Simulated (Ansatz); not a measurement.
## Identify the compound from its spectrum

Method: Ansatz, r2SCAN, independent particles, without spin-orbit coupling, line width 0.15 eV (Gaussian); metals get a typed carrier damping. The response is along the first axis of the cell.

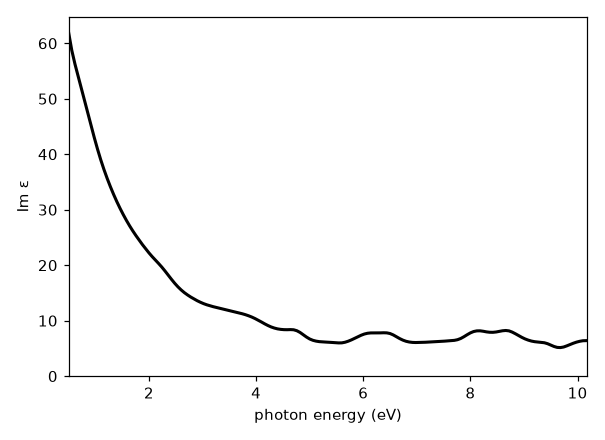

Question: To which candidate does it belong?
A. Cd (P6_3/mmc)
B. TiPBr (P-3m1)
C. TiB2 (P6/mmm)
D. LaB6 (Pm-3m)

Answer: C. TiB2 (P6/mmm): a metal, with a Drude term, main peak of the conductivity above 1 eV at 8.68 eV. The others: TiPBr (P-3m1), least direct gap 1.52 eV, ε∞ = 14.94 along the first axis, strongest peak along the first axis at 1.80 eV; LaB6 (Pm-3m), a metal, with a Drude term, main peak of the conductivity above 1 eV at 6.71 eV; Cd (P6_3/mmc), a metal, with a Drude term, main peak of the conductivity above 1 eV at 1.36 eV.

Note: cells built here by substitution need not match a known phase.
